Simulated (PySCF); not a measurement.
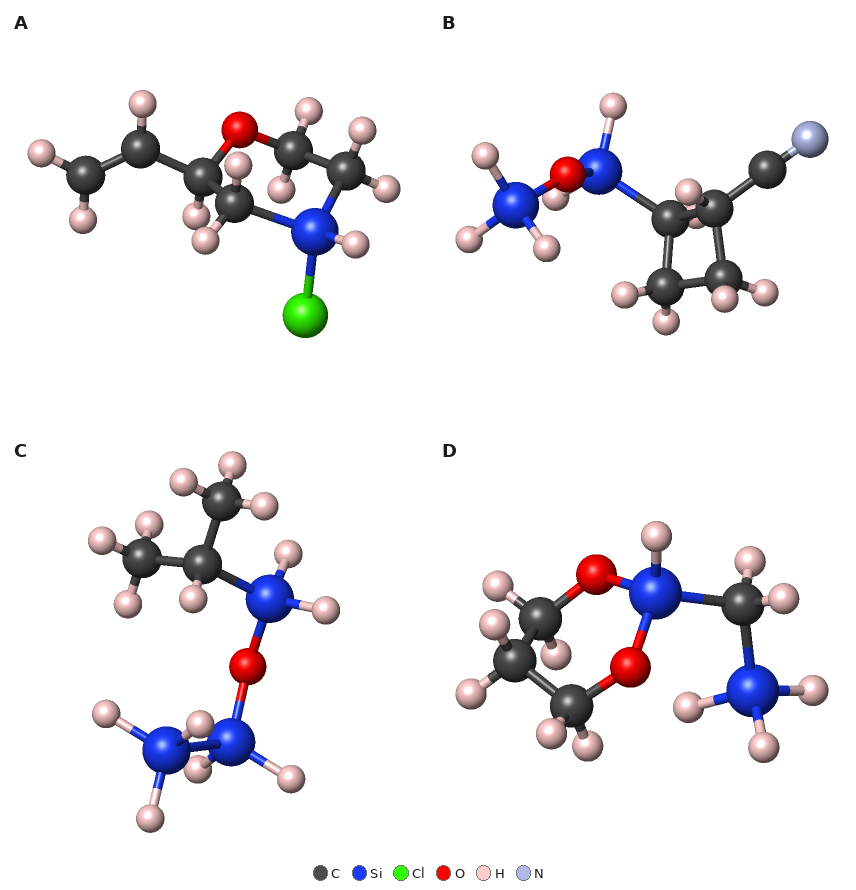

Source: calculation with PySCF.

```xyz
20
charge 0, multiplicity 1
Si    2.5938   -0.2063    0.4318
C     1.8873    1.2047   -0.5946
Si    0.0276    1.2672   -0.5414
O    -0.6158    0.0897   -1.5253
C    -1.3764   -0.9967   -1.0490
C    -2.1796   -0.6476    0.1949
C    -1.3008   -0.1762    1.3434
O    -0.5070    0.9374    1.0014
H     4.0130   -0.4961    0.0585
H     1.7997   -1.4557    0.2076
H     2.5452    0.1233    1.8871
H     2.3032    2.1614   -0.2356
H     2.1909    1.0910   -1.6496
H    -0.4759    2.6004   -0.9717
H    -0.7072   -1.8516   -0.8302
H    -2.0526   -1.3169   -1.8585
H    -2.7534   -1.5317    0.5179
H    -2.9124    0.1396   -0.0547
H    -1.9237    0.1026    2.2093
H    -0.6454   -1.0061    1.6722
```

Which picture belongs to the input above?

D. The file holds C4H12O2Si2, `[SiH3]C[SiH]1OCCCO1`.
